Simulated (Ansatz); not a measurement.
```xyz
5

B     0.0000    0.0000    0.0271
H     0.0000    0.0000    1.3123
H     1.0774    0.0000   -0.5045
H    -1.0774    0.0000   -0.5045
Cl    0.0000    0.0000    3.0295
```

All numbers below come from UKS PBE0/def2-SVP in Ansatz.

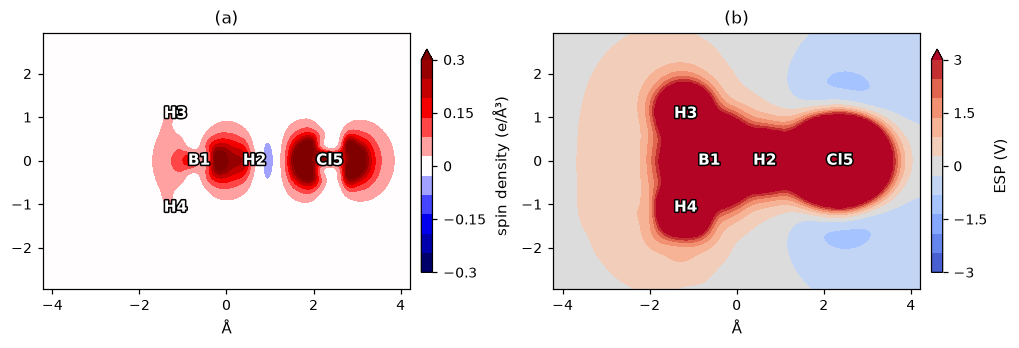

BH3···Cl (doublet). (a) spin density (α minus β); (b) electrostatic potential on the molecular plane.

Question: What does the map show?

Answer:
- Atoms in the plane: B, H and Cl.
- The unpaired spin (1 electron) lies mostly on Cl5 (about 0.6), B1 (about 0.2) and H2 (about 0.1), in electrons by Hirshfeld's partition.
- Outside the dense part of the complex the potential is most negative (−0.9 V) near Cl5.
